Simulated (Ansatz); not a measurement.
**AuF (SMILES [F][Au]) at MP2/def2-TZVPP (core potential)**

Aim: the electronic atomisation energy of AuF at MP2/def2-TZVPP (core potential), from 3 runs. 

The calculation is run with Ansatz 0.2.0.

29 further runs of the same task are left out: 29 set aside as unsound or not needed.

## 1. Starting point

AuF has 2 atoms, charge 0, and is taken as a singlet. SMILES: `[F][Au]`. The shape is that of a PBE0-D4/def2-TZVP optimisation.

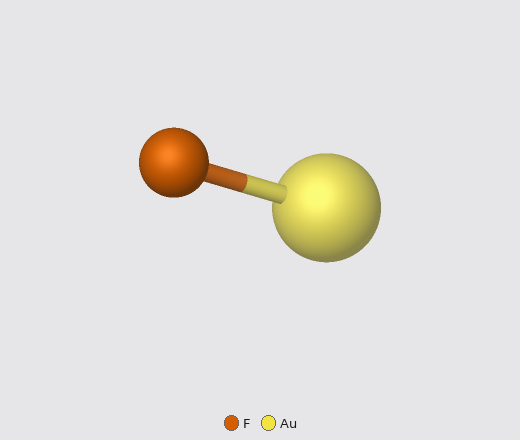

The structure, seen from a chosen angle (fluorine orange, gold yellow).

## 2. The energy at MP2/def2-TZVPP (core potential)

Input file run.yaml:

```yaml
crystal:
  periodic: [false, false, false]
  atoms:
    - {symbol: F, position_ang: [0.839700, -0.327100, 0.415300]}
    - {symbol: Au, position_ang: [-0.810300, 0.267000, -0.411300]}
basis:
  gaussian: {orbitals: def2-TZVPP}
correlation: {method: mp2, frozen_orbitals: {Au: 0, F: 1}}
accuracy: high
```

Launch:

```
$ ansatz run run.yaml --threads 1 --pin off --max-ram 3480MiB --events-out events.jsonl --progress --plain --runs-dir runs
```

Log:

```text
Warning: RAYON_NUM_THREADS=1 ignored (pool sized by the plan → 1); use --threads N
Functional definition: HF
  name "HF"
  exchange = exact_x
  correlation = 0
1220 factors; integrals over basis functions are off by at most 3.7e-9 eV
mean field evaluation 1: about -6372.3950 eV, gradient 3.1e1 eV
mean field evaluation 2: about -6372.4000 eV, gradient 3.1e1 eV
mean field evaluation 4: about -6373.9431 eV, gradient 2.3e0 eV
mean field evaluation 8: about -6373.9602 eV, gradient 9.4e-2 eV
mean field evaluation 16: about -6373.9603 eV, gradient 2.4e-8 eV
mean field -6373.96030674 eV, -234.2387208472 hartree, gradient 2.4e-8 eV, S^2 0.000000; 0 other end points of the search recorded, 0 dependent functions left out
1 core orbitals not correlated: weight in the atoms' cores, before any rotation towards them, 1.000 or more for the frozen orbitals, at most 0.000 for the correlated occupied ones
reference -6373.96030674 eV, -234.2387208472 hartree; 13, 13 occupied and 73, 73 virtual orbitals, 1220 factors
second order -23.11057381 eV of doubles, -0.00000000 eV of singles
Total energy: -6397.07088055 eV, -235.0880187700 hartree
```

Run time: 1.9 s. Hardware: 1 thread of Arm Neoverse V1, shared host; peak memory 0.16 GiB.

## 3. The Au atom

Input file molecule.yaml:

```yaml
crystal:
  periodic: [false, false, false]
  atoms:
    - symbol: Au
      position_ang: [0.000000, 0.000000, 0.000000]
basis:
  gaussian: {orbitals: def2-TZVPP}
magnetization: {spin_polarized: true, initial_magnetization: 1}
correlation: {method: mp2, frozen_orbitals: {Au: 0}}
accuracy: high
```

Run the same way, it converges to -135.37205 Eh (log not shown).

## 4. The F atom at the same level

Input file input.yaml:

```yaml
crystal:
  periodic: [false, false, false]
  atoms:
    - {symbol: F, position_ang: [0.000000, 0.000000, 0.000000]}
basis:
  gaussian:
    orbitals: def2-TZVPP
correlation:
  method: mp2
  frozen_orbitals: {F: 1}
accuracy: high
magnetization:
  spin_polarized: true
  initial_magnetization: 1
```

Run the same way, it converges to -99.60959 Eh (log not shown).

## 5. Summary of results

Level: MP2/def2-TZVPP (core potential), 1 core orbital frozen.

| quantity | value |
| --- | --- |
| molecule: total energy | -235.08802 Eh |
| molecule: correlation energy (1 core orbital frozen) | -849.3 mEh |
| Au atom: total energy | -135.37205 Eh |
| Au atom: correlation energy | -582.2 mEh |
| Au atom: ⟨S²⟩ of the reference determinant | 0.753 |
| F atom: total energy | -99.60959 Eh |
| F atom: correlation energy (1 core orbital frozen) | -197.8 mEh |
| F atom: ⟨S²⟩ of the reference determinant | 0.754 |
| electronic atomisation energy | 2.895 eV |

Taking the molecule apart into free atoms costs 2.89 eV (67 kcal/mol), before zero-point energy and without spin-orbit coupling.
